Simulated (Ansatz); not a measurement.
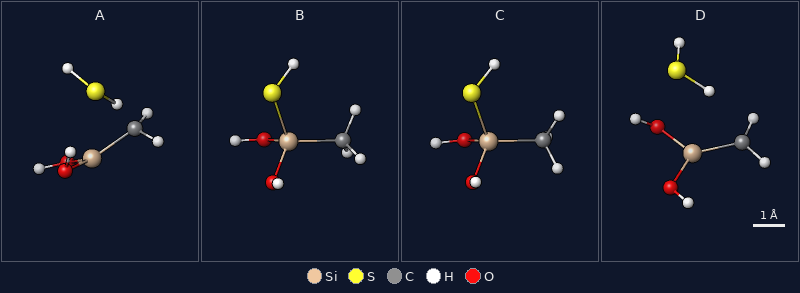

4 geometries from a converged minimum-energy path of CH₆O₂SSi, shuffled. A ball-and-stick model, seen at a tilt.

The calculation used Ansatz 0.2.0, RKS B3LYP-D4/6-31G*. Set-up: 7 movable images; climbing image; force threshold 0.05 eV/Å; iteration limit 60; starting path through a guess of the saddle point.

> Which of them lies highest in energy?

A. In order along the path, whose images run from 0 to 8: B (image 1, +0.7 kcal/mol), C (image 2, +1.3 kcal/mol), A (image 6, +79.2 kcal/mol), D (image 8, +75.9 kcal/mol). Breaking: C–H (1.10 → 2.66 Å), S–Si (2.17 → 3.54 Å). Forming: H–S (3.51 → 1.36 Å).
